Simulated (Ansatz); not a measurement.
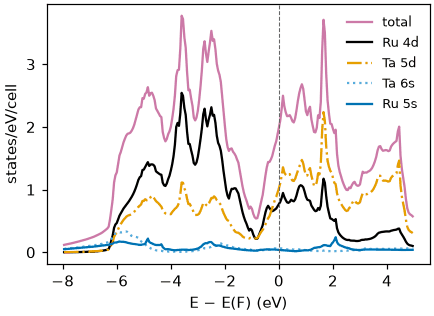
Figure: Total and projected density of states of TaRu (L1₀ or tetragonal B2, P4/mmm), LDA in the plane-wave PAW code Ansatz

### Question
Which orbitals carry the states next to the Fermi level?

### Answer
Within 0.5 eV of the Fermi level: Ta 5d 51 %, Ru 4d 40 %. Projections are on Löwdin-orthogonalised atomic valence shells; empty p or d shells of many metals are not among them.

### Question
Where is the tallest occupied peak in this window, and what makes it?

### Answer
Near -3.6 eV, about 3.8 states/eV per cell; the largest projected share is Ru 4d.

The workflow started from a Materials Project entry (that database holds measured and hypothetical structures alike); the Crystallography Open Database files this formula in space group No. 123, but the cells were not matched. Whether it is the stable phase at ambient conditions was not checked. The LDA relaxation kept the symmetry of its start; of distortions, only those at the zone centre were tested. No spin polarisation was allowed. Scalar-relativistic: spin–orbit coupling is off unless named, which matters more the heavier the elements.

Potentials: the later of the program's two PAW sets.
